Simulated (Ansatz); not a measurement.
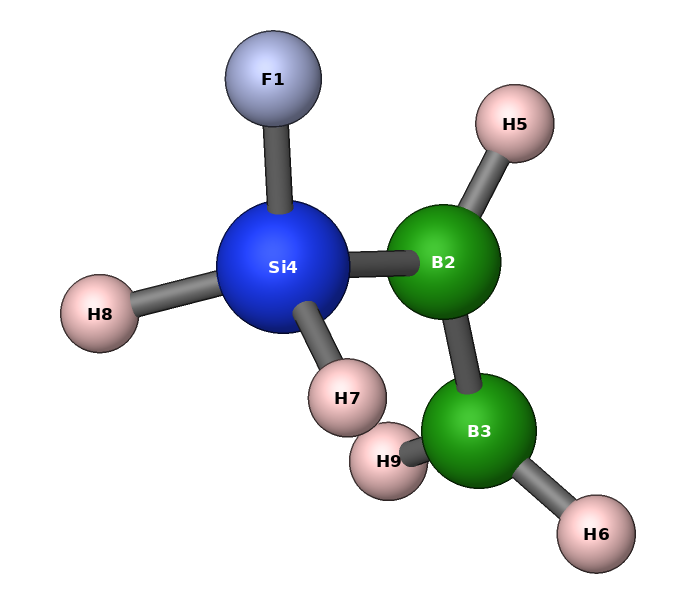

The questions are on Mulliken charges. Computed geometry: PBE0-D4/def2-TZVP optimisation. No frequency run is at hand to confirm it as a minimum. Method: RKS PBE0-D4/def2-TZVP (Ansatz 0.2.0).

List the Mulliken charges.

| atom | value (e) |
| --- | --- |
| F1 | −0.32 |
| B2 | −0.05 |
| B3 | −0.10 |
| Si4 | 0.39 |
| H5 | 0.07 |
| H6 | 0.04 |
| H7 | −0.03 |
| H8 | −0.03 |
| H9 | 0.04 |

Mulliken values depend strongly on the basis set and can even reverse the polarity of a bond.
